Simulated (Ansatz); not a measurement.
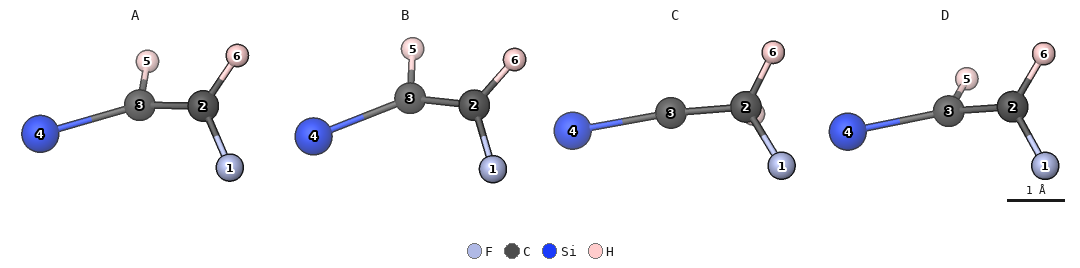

4 geometries from a converged minimum-energy path of C$_{2}$H$_{2}$FSi (charge +1), shuffled. The picture is a ball-and-stick view, seen at a tilt.

Level of theory: UKS PBE0/6-31G in Ansatz. Run with 9 movable images; climbing image; force threshold 0.05 eV/Å; iteration limit 60; starting path through a guess of the saddle point.

### Which frame is the transition state?

C. In order along the path, whose images run from 0 to 10: C (image 2, +28.6 kJ/mol), D (image 6, −178.3 kJ/mol), A (image 7, −220.8 kJ/mol), B (image 8, −248.5 kJ/mol). A hydrogen atom shifts from one atom to another. Breaking: C2–H5 (1.11 → 1.19 at the top → 2.09 Å). Forming: C3–H5 (2.09 → 1.65 at the top → 1.09 Å).
